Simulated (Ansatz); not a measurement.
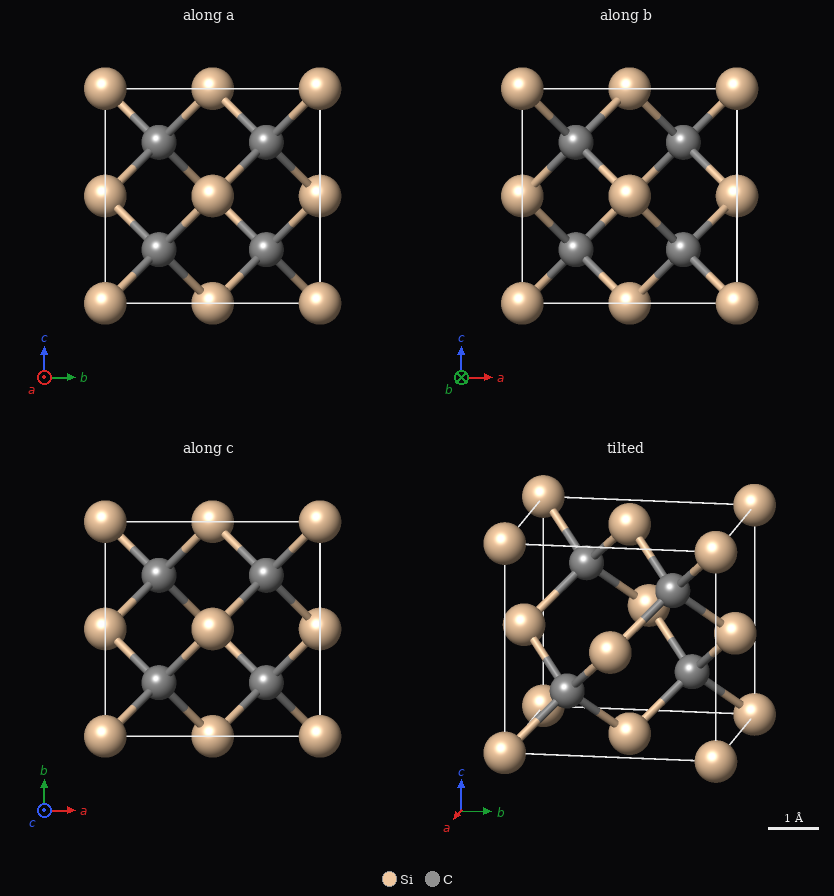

Crystal structure, ball-and-stick style, seen along the a axis, along the b axis, along the c axis and slightly off an axis. The outline marks the conventional unit cell.

Lattice parameters: a = 4.347 Å, b = 4.347 Å, c = 4.347 Å, α = 90.00°, β = 90.00°, γ = 90.00°.

**Write down what is shown as a table of Wyckoff sites.**

Space group F-43m (No. 216).
| atom | site | x | y | z |
| --- | --- | --- | --- | --- |
| Si | 4a | 0.0000 | 0.0000 | 0.0000 |
| C | 4d | 0.2500 | 0.2500 | 0.7500 |

The structure comes from a structure type filled with these elements by a generator (whether the compound takes this form wasn't checked). Earlier steps of the study, as a rule a relaxation of our own, may have changed the cell and positions, so they can lie some per cent off the listed ones. It went into a calculation with Ansatz.
